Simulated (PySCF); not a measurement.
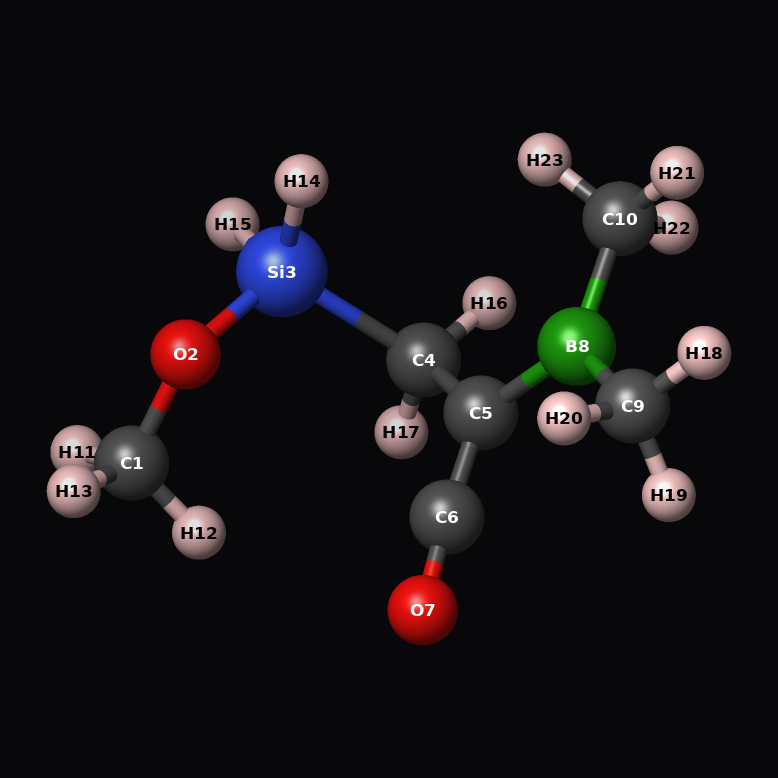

The geometry was computed by an optimisation with GFN2-xTB. No frequency run is at hand to confirm it as a minimum. Electric field gradients from the ground-state density, PBE0/pcSseg-1 (PySCF 2.14.0), non-relativistic apart from any core potentials.

Give the largest field-gradient component, the quadrupole coupling constant and the asymmetry for 17O at O2 (Q = −25.6 mb), 17O at O7 (Q = −25.6 mb), 11B at B8 (Q = 40.59 mb), 2H at H11 (Q = 2.86 mb), 2H at H12 (Q = 2.86 mb), 2H at H13 (Q = 2.86 mb), 2H at H14 (Q = 2.86 mb).

```
atom  V_zz (a.u.)  e²qQ/h (MHz)     η
  O2        1.743        −10.48  0.31
  O7       −0.869          5.23  0.25
  B8        0.493          4.71  0.18
 H11        0.297         0.200  0.08
 H12        0.298         0.200  0.09
 H13        0.301         0.202  0.07
 H14        0.168         0.113  0.01
```

The geometry is semi-empirical. Around B, Si such bond lengths and angles can be off by a tenth of an ångström or more and by several degrees, and values that hang on the shape move with them.
